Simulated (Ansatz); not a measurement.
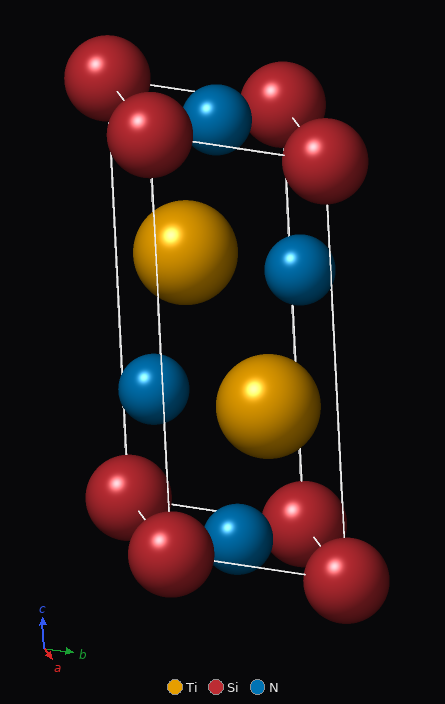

The structure above is drawn in spheres-only style and viewed slightly off an axis. The lines enclose the cell (the run's own, in a reduced setting); boundary atoms appear with their images.

```xyz
6
Lattice="0.0000 -2.9214 0.0000 2.9214 0.0000 0.0000 -1.4607 1.4607 6.3472" Properties=species:S:1:pos:R:3 pbc="T T T"
Ti    1.4607   -1.4607    2.2303
Ti    0.0000    0.0000    4.1169
Si    0.0000    0.0000    0.0000
N     1.4607   -1.4607    4.5238
N     0.0000    0.0000    6.3472
N     0.0000    0.0000    1.8233
```

Electronic-structure method: DFT PBE, scalar-relativistic, plane waves, PAW in Ansatz 0.2.0. Parameters: 420 eV cutoff, k-points about 0.17 Å⁻¹ apart, Gaussian smearing of 0.1 eV, no spin polarisation.

### How charged are the atoms, by the Bader scheme?

Ti +1.52 e; Si +2.90 e; N -2.07 to -1.93 e.

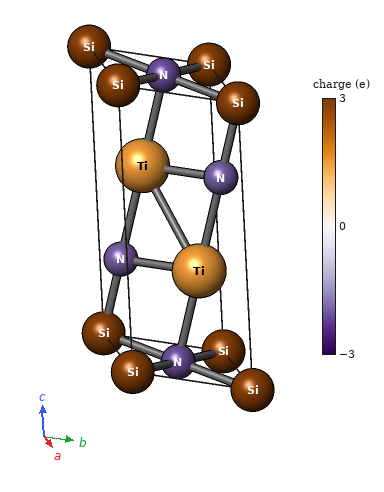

The atoms coloured by those charges.

It goes back to a structure type filled with these elements by a generator (whether the compound takes this form wasn't checked). Earlier steps of the study may have refined or changed the cell and positions. It was the input of a calculation with Ansatz.
